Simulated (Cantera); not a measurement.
Input: 1 mol C2H2, 1.7 mol H2O, a varied amount of N2, at 2325 °C and 1.00 Torr.

These are equilibrium values from Cantera (NASA tables, ideal gas, pure condensed phases), not measurements of a reactor. Candidate condensed phases: C, C6H6, C7H8, C8H18, H2O; 136 gas species. The numbers say what is thermodynamically allowed, not how fast it happens.

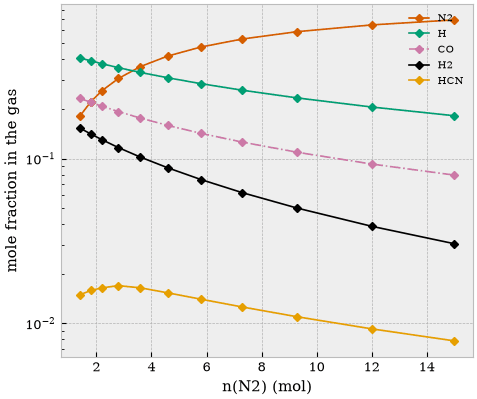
Fig. 1. Equilibrium gas composition (values under 1e-9 drawn at 1e-9)

Problem. Read off the mole fractions at 1.4 mol N2.

Solution. H about 0.41, CO about 0.23, N2 about 0.18, H2 about 0.15, HCN about 0.015.
